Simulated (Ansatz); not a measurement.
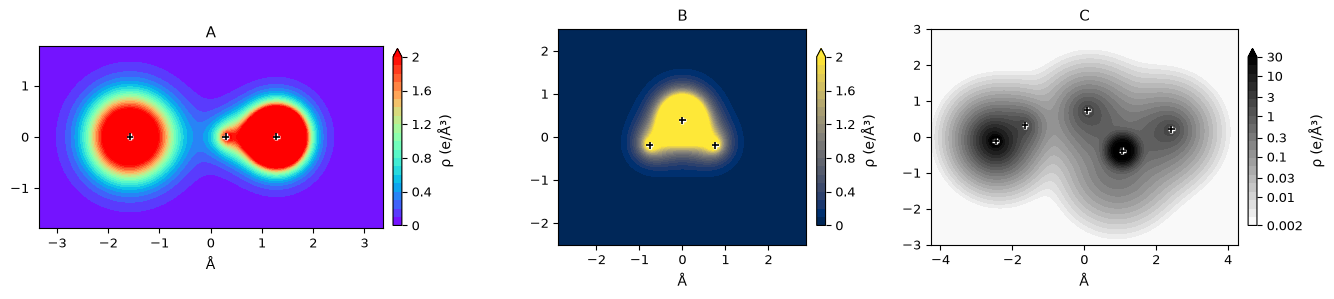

The electron density of 3 systems, each on a plane through atoms (crosses mark nuclei in the plane).

All numbers below come from Ansatz 0.2.0, RKS PBE0-D4/def2-TZVPPD.

System 1: HF···SiH4, the plane of atoms H4, Si3 and H7. Geometry: PBE0-D4/def2-TZVP.

```csv
atom,x (Å),y (Å),z (Å)
F,-0.3819,-0.1889,-2.5980
H,-0.4401,0.3031,-1.8165
Si,0.1726,-0.0385,0.8938
H,0.1281,0.6644,2.1981
H,-0.6667,-1.2589,0.9297
H,1.5688,-0.3738,0.5290
H,-0.3808,0.8926,-0.1360
```

System 2: H2O, the molecular plane. Geometry: PBE0-D4/def2-TZVP.

```yaml
atoms:
  - { symbol: O, position_ang: [-0.5205, -0.3512, -1.7690] }
  - { symbol: H, position_ang: [-0.8527, 0.4825, -2.1085] }
  - { symbol: H, position_ang: [0.3120, -0.4922, -2.2248] }
```

System 3: Cl···HF (charge −1), a plane that holds the molecular axis. Geometry: PBE0-D4/def2-TZVP.

```yaml
atoms:
  - { symbol: Cl, position_ang: [-0.1412, -0.0331, -1.5682] }
  - { symbol: F, position_ang: [0.1143, 0.0268, 1.2736] }
  - { symbol: H, position_ang: [0.0269, 0.0063, 0.2946] }
```

**Which map belongs to which system?**

Panel A is system 3, Cl···HF: the plane holds Cl, F and H. Cl1···H3 (1.87 Å): the density falls to about 0.37 e/Å³ on the way: by its geometry a hydrogen bond between the two molecules, with no shared pair. Panel B is system 2, H2O: the plane holds O and H. O–H (0.96 Å): ρ at the midpoint is about 3.8 e/Å³. Panel C is system 1, HF···SiH4: the plane holds F, H and Si. H2···H7 (1.78 Å): the density falls to about 0.12 e/Å³ on the way.
